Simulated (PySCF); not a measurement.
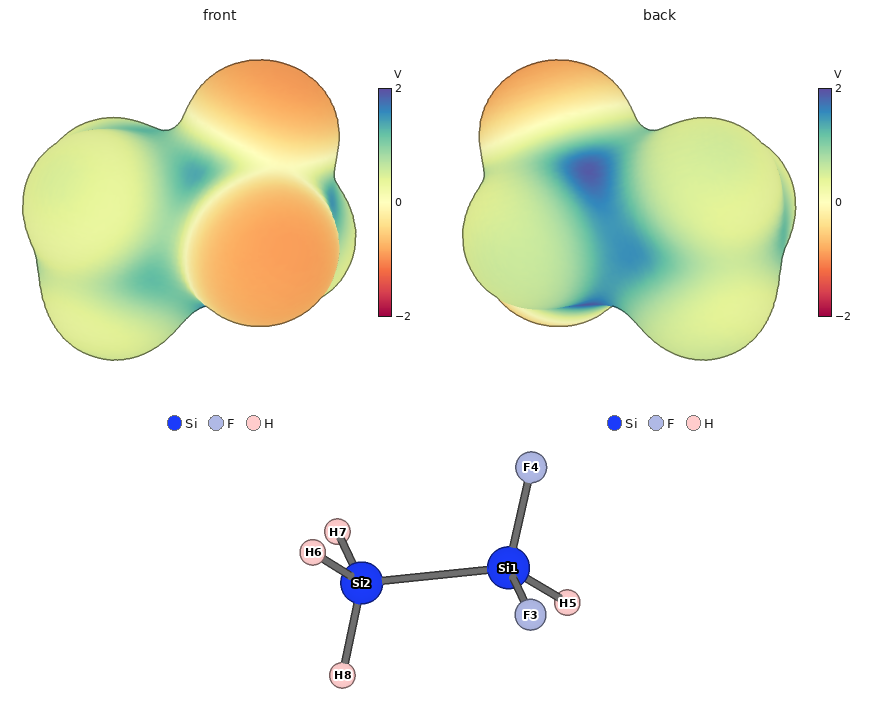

The picture shows: F2H4Si2 (SMILES F[SiH](F)[SiH3]). The molecular electrostatic potential painted on the density surface at 0.002 e/bohr³, seen from the front and from behind; the colour scale runs from red (negative) to blue (positive). The bare structure is drawn below in the same view.

Geometry: PBE0-D3(BJ)/def2-SVP.

All numbers below come from PySCF, PBE0/pcSseg-2, SCF density, gas phase, non-relativistic.

```xyz
8

Si    0.0242   -1.0792   -0.4339
Si   -0.0784    1.0894    0.4322
F     1.1955   -1.8826    0.3431
F     0.4575   -1.0177   -1.9928
H    -1.2201   -1.8875   -0.3464
H     1.2801    1.7059    0.3808
H    -1.0374    1.9052   -0.3714
H    -0.5478    1.0236    1.8493
```

Q: Which sites attract a positive test charge, and which a negative one?

A: A positive charge is drawn to the negative regions and a negative charge to the positive ones. The most negative region (about −0.9 V) lies over F3 and F4, the most positive (about +1.8 V) over Si1.
